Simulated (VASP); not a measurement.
Band structure of Ag2B (space group P4/nmm). All values below come from PBE GGA, VASP's PBE PAW potentials (set 64) (plane waves; VASP 6.6.1).

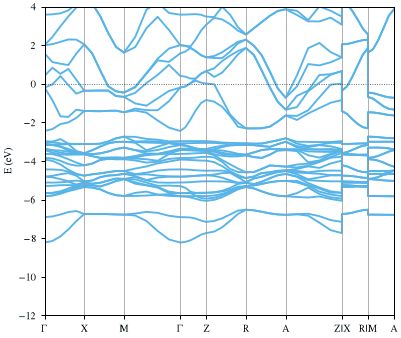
Bands along high-symmetry lines, zero at the valence-band maximum or, without a gap, the Fermi level

Read the plot: is there a gap, and where are the band edges?

It has no gap at this level: it comes out as a metal or semimetal.

The structure was generated: Ag2B was put into an ordered model structure, which need not be its known phase. The cell was not relaxed at this level. The k-mesh is coarse (spacing up to 0.30 per Å, 2π included), so the numbers may not be converged in it.
